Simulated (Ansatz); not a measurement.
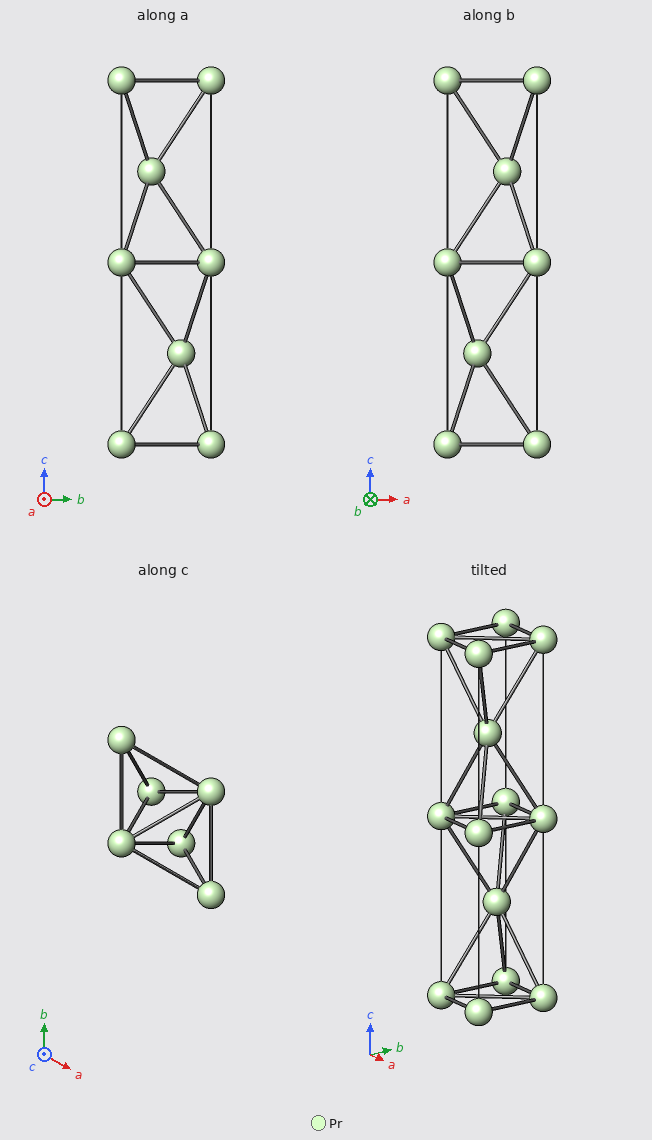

Figure: ball-and-stick view along the a axis, along the b axis, along the c axis and slightly off an axis. The edges of the conventional unit cell are marked.

Lattice parameters: a = 3.0107 Å, b = 3.0107 Å, c = 10.6040 Å, α = 90.000°, β = 90.000°, γ = 120.000°.

Q: Give the structure in the form of a CIF in P1 with every atom of the cell.

A:
```cif
data_structure
_symmetry_space_group_name_H-M 'P 1'
_symmetry_Int_Tables_number 1
_cell_length_a 3.0107
_cell_length_b 3.0107
_cell_length_c 10.6040
_cell_angle_alpha 90.000
_cell_angle_beta 90.000
_cell_angle_gamma 120.000
_cell_volume 83.24
loop_
_atom_site_label
_atom_site_type_symbol
_atom_site_fract_x
_atom_site_fract_y
_atom_site_fract_z
_atom_site_occupancy
Pr1 Pr 0.0000 0.0000 0.0000 1
Pr2 Pr 0.0000 0.0000 0.5000 1
Pr3 Pr 0.3333 0.6667 0.2500 1
Pr4 Pr 0.6667 0.3333 0.7500 1
```

Starting structure: a structure type known for this element. Earlier steps of the study may have refined or changed the cell and positions. It was run through Ansatz as a DFT input.
